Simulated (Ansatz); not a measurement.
# doublet [AlSiNH8]+: levels of theory compared

Aim: a comparison of 6 runs (UB3LYP/6-31G*, U-revPBE/def2-SVP, U-wB97X/def2-SVP, UBHLYP/def2-SVP, UBCCD(T)/def2-SVP, UCCSD(T)/def2-SVP) of doublet [AlSiNH8]+. 

Program for the calculation: Ansatz 0.2.0.

53 further runs of the same task are left out: 1 that didn't finish, 52 set aside as unsound or not needed.

## 1. The molecule

[AlSiNH8]+ has 11 atoms, charge +1, and is taken as a doublet. SMILES of the parent species: `[AlH3-][NH2+][SiH3]`. The shape is that of a PBE0-D4/def2-TZVP optimisation. That shape belongs to the parent species and isn't relaxed for this state.

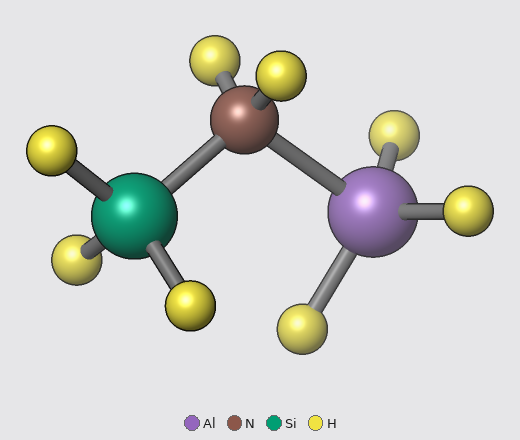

Viewed from a chosen angle; aluminium purple, nitrogen brown, silicon teal, hydrogen yellow.

## 2. The energy at UB3LYP/6-31G(d) (spherical functions) (run 1)

Contents of in.yaml:

```yaml
crystal:
  periodic: [false, false, false]
  atoms:
    - {symbol: Al, position_ang: [-0.900100, 1.211100, -0.740800]}
    - {symbol: N, position_ang: [-0.028300, 0.143500, 0.802700]}
    - {symbol: Si, position_ang: [0.876200, -1.248700, 0.128600]}
    - {symbol: H, position_ang: [-0.721100, 0.091900, -1.882400]}
    - {symbol: H, position_ang: [0.093800, 2.465300, -0.806700]}
    - {symbol: H, position_ang: [-2.377200, 1.435300, -0.165100]}
    - {symbol: H, position_ang: [0.566700, 0.786500, 1.316700]}
    - {symbol: H, position_ang: [-0.768500, -0.144800, 1.435900]}
    - {symbol: H, position_ang: [1.651500, -1.882900, 1.228300]}
    - {symbol: H, position_ang: [1.794800, -0.716800, -0.896700]}
    - {symbol: H, position_ang: [-0.122500, -2.197400, -0.400100]}
basis:
  gaussian: {orbitals: 6-31G_st_-spherical.json}
accuracy: high
total_charge: 1
output: {orbitals: {seedname: orbitals}}
hamiltonian: {xc: {name: B3LYP}}
magnetization: {spin_polarized: true, initial_magnetization: 1}
```

The basis set 6-31G* is read from a file made from the Basis Set Exchange's data (not shown).

Started as:

```console
$ ansatz run in.yaml --threads 1 --pin off --max-ram 3480MiB --events-out events.jsonl --progress --plain --runs-dir runs
```

The log of the run:

```text
Warning: RAYON_NUM_THREADS=1 ignored (pool sized by the plan → 1); use --threads N
Functional definition: B3LYP
  name "B3LYP"
  parameter a0 = 0.2
  parameter ax = 0.72
  parameter ac = 0.81
  exchange = (1 - a0 - ax)*slater_x + ax*b88_x + a0*exact_x
  correlation = (1 - ac)*vwn_rpa_c + ac*lyp_c
1601 factors; integrals over basis functions are off by at most 3.7e-9 eV
mean field evaluation 1: about -16074.7151 eV, gradient 5.1e1 eV
mean field evaluation 2: about -16048.0745 eV, gradient 8.0e1 eV
mean field evaluation 4: about -16085.6232 eV, gradient 1.7e0 eV
mean field evaluation 8: about -16085.8492 eV, gradient 4.0e-1 eV
mean field evaluation 16: about -16085.8736 eV, gradient 7.5e-2 eV
mean field evaluation 32: about -16085.8739 eV, gradient 1.6e-5 eV
mean field evaluation 64: about -16085.6382 eV, gradient 2.8e0 eV
mean field -16085.94731583 eV, -591.1476604101 hartree, gradient 3.1e-8 eV, S^2 0.760043; 9 other end points of the search recorded, 0 dependent functions left out
reference -16085.94736321 eV, -591.1476621513 hartree; 21, 20 occupied and 45, 46 virtual orbitals, 1601 factors
Total energy: -16085.94736321 eV, -591.1476621513 hartree
```

Run time: 38 s. Hardware: 1 thread of Intel Xeon Platinum 8488C (Sapphire Rapids), shared host; peak memory 0.35 GiB.

## 3. The energy at U-revPBE/def2-SVP (run 2)

Edit in.yaml of step 2 so:

```diff
@@ -15,7 +15,12 @@
 basis:
-  gaussian: {orbitals: 6-31G_st_-spherical.json}
+  gaussian:
+    orbitals: def2-SVP
+total_charge: 1
+magnetization:
+  spin_polarized: true
+  initial_magnetization: 1
+hamiltonian:
+  xc: {name: revPBE}
 accuracy: high
-total_charge: 1
-output: {orbitals: {seedname: orbitals}}
-hamiltonian: {xc: {name: B3LYP}}
-magnetization: {spin_polarized: true, initial_magnetization: 1}
+output:
+  orbitals: {seedname: orbitals}
```

Started as:

```console
$ ansatz run in.yaml --threads 1 --pin off --max-ram 3480MiB --events-out events.jsonl --progress --plain --runs-dir runs
```

The log of the run:

```text
Warning: RAYON_NUM_THREADS=1 ignored (pool sized by the plan → 1); use --threads N
Functional definition: revPBE
  name "revPBE"
  parameter kappa = 1.245
  parameter beta = 0.06672455060314922
  exchange = pbe_x(kappa = kappa, mu = beta*pi^2/3)
  correlation = pbe_c(beta = beta)
2082 factors; integrals over basis functions are off by at most 3.8e-9 eV
mean field evaluation 1: about -16063.4167 eV, gradient 5.5e1 eV
mean field evaluation 2: about -16018.7024 eV, gradient 9.5e1 eV
mean field evaluation 4: about -16073.6198 eV, gradient 1.5e1 eV
mean field evaluation 8: about -16076.2705 eV, gradient 3.9e0 eV
mean field evaluation 16: about -16076.4867 eV, gradient 5.7e-2 eV
mean field evaluation 32: about -16076.2463 eV, gradient 2.9e0 eV
mean field -16076.48678432 eV, -590.7999922897 hartree, gradient 2.8e-8 eV, S^2 0.754799; 5 other end points of the search recorded, 0 dependent functions left out
reference -16076.48678972 eV, -590.7999924882 hartree; 21, 20 occupied and 69, 70 virtual orbitals, 2082 factors
Total energy: -16076.48678972 eV, -590.7999924882 hartree
```

It took 37 s on 1 thread of Intel Xeon Platinum 8488C (Sapphire Rapids), shared host; peak memory 0.35 GiB.

## 4. The energy at U-wB97X/def2-SVP (run 3)

Contents of input.yaml:

```yaml
crystal:
  periodic: [false, false, false]
  atoms:
    - symbol: Al
      position_ang: [-0.900100, 1.211100, -0.740800]
    - symbol: "N"
      position_ang: [-0.028300, 0.143500, 0.802700]
    - symbol: Si
      position_ang: [0.876200, -1.248700, 0.128600]
    - symbol: H
      position_ang: [-0.721100, 0.091900, -1.882400]
    - symbol: H
      position_ang: [0.093800, 2.465300, -0.806700]
    - symbol: H
      position_ang: [-2.377200, 1.435300, -0.165100]
    - symbol: H
      position_ang: [0.566700, 0.786500, 1.316700]
    - symbol: H
      position_ang: [-0.768500, -0.144800, 1.435900]
    - symbol: H
      position_ang: [1.651500, -1.882900, 1.228300]
    - symbol: H
      position_ang: [1.794800, -0.716800, -0.896700]
    - symbol: H
      position_ang: [-0.122500, -2.197400, -0.400100]
basis:
  gaussian:
    orbitals: def2-SVP
hamiltonian:
  xc: {name: wB97X}
total_charge: 1
accuracy: high
magnetization:
  spin_polarized: true
  initial_magnetization: 1
output:
  orbitals: {seedname: orbitals}
```

Started as:

```console
$ ansatz run input.yaml --threads 1 --pin off --max-ram 3480MiB --events-out events.jsonl --progress --plain --runs-dir runs
```

The log of the run, shortened:

```text
Warning: RAYON_NUM_THREADS=1 ignored (pool sized by the plan → 1); use --threads N
Functional definition: wB97X
  name "wB97X"
[...]
      + exact_x_lr(omega)
[...]
      + integral(e_c_pw_opposite_spin*poly(b97_u_opposite, 1, cos1, cos2, cos3, cos4))
2082 factors; integrals over basis functions are off by at most 3.8e-9 eV
426 factors; integrals over basis functions are off by at most 2.2e-9 eV
[...]
mean field -16078.98646539 eV, -590.8918538745 hartree, gradient 2.4e-8 eV, S^2 0.764275; 2 other end points of the search recorded, 0 dependent functions left out
reference -16078.98646179 eV, -590.8918537422 hartree; 21, 20 occupied and 69, 70 virtual orbitals, 2082 factors
Total energy: -16078.98646179 eV, -590.8918537422 hartree
```

Wall time 2.3 min (1 thread of Intel Xeon Platinum 8488C (Sapphire Rapids), shared host); peak memory 0.99 GiB.

Runs 4 to 5 aren't shown in full; the table further down has their settings and results.

## 5. A single-point energy at UCCSD(T)/def2-SVP (run 6)

Contents of run.yaml:

```yaml
crystal:
  periodic: [false, false, false]
  atoms:
    - {symbol: Al, position_ang: [-0.900100, 1.211100, -0.740800]}
    - {symbol: "N", position_ang: [-0.028300, 0.143500, 0.802700]}
    - {symbol: Si, position_ang: [0.876200, -1.248700, 0.128600]}
    - {symbol: H, position_ang: [-0.721100, 0.091900, -1.882400]}
    - {symbol: H, position_ang: [0.093800, 2.465300, -0.806700]}
    - {symbol: H, position_ang: [-2.377200, 1.435300, -0.165100]}
    - {symbol: H, position_ang: [0.566700, 0.786500, 1.316700]}
    - {symbol: H, position_ang: [-0.768500, -0.144800, 1.435900]}
    - {symbol: H, position_ang: [1.651500, -1.882900, 1.228300]}
    - {symbol: H, position_ang: [1.794800, -0.716800, -0.896700]}
    - {symbol: H, position_ang: [-0.122500, -2.197400, -0.400100]}
basis:
  gaussian: {orbitals: def2-SVP}
total_charge: 1
magnetization: {spin_polarized: true, initial_magnetization: 1}
correlation: {method: ccsd_t, frozen_orbitals: {Al: 5, H: 0, "N": 1, Si: 5}}
accuracy: high
scf: {omitted_lower_state_checks: [cluster_reference, increment]}
```

Started as:

```console
$ ansatz run run.yaml --threads 1 --pin off --max-ram 3480MiB --events-out events.jsonl --progress --plain --runs-dir runs
```

The log of the run:

```text
Warning: RAYON_NUM_THREADS=1 ignored (pool sized by the plan → 1); use --threads N
[... 14 lines left out ...]
11 core orbitals not correlated: weight in the atoms' cores, before any rotation towards them, 1.000 or more for the frozen orbitals, at most 0.000 for the correlated occupied ones
[... 40 lines left out ...]
Total energy: -16050.22041191 eV, -589.8347209074 hartree
Checks for a lower state left out: cluster_reference, increment
```

Run time: 69 s. Hardware: 1 thread of Intel Xeon Platinum 8488C (Sapphire Rapids), shared host; peak memory 0.96 GiB.

## 6. All runs side by side

```
run                                level  frozen core orbitals  energy (Eh)  HOMO energy (eV)   ⟨S²⟩  wall time
  1  UB3LYP/6-31G* (spherical functions)                     –  -591.147662            -13.13  0.760       38 s
  2                    U-revPBE/def2-SVP                     –  -590.799992            -12.16  0.755       37 s
  3                     U-wB97X/def2-SVP                     –  -590.891854            -15.64  0.764    2.3 min
  4                      UBHLYP/def2-SVP                     –  -590.888334            -14.27  0.776       28 s
  5                    UBCCD(T)/def2-SVP                    11  -589.834884                 –  0.769    1.9 min
  6                    UCCSD(T)/def2-SVP                    11  -589.834721                 –  0.769       69 s
```

## 7. Results

| quantity | value |
| --- | --- |
| run 6: total energy | -589.83472 Eh |
| run 6: correlation energy (11 core orbitals frozen) | -411.1 mEh |
| run 6: (T) correction | -9.82 mEh |
| run 6: ⟨S²⟩ of the reference determinant | 0.769 |
| run 6: T1 diagnostic | 0.031 |

Totals of different functionals can't be ranked against each other. All runs together took 7.1 min, the longest 2.3 min.
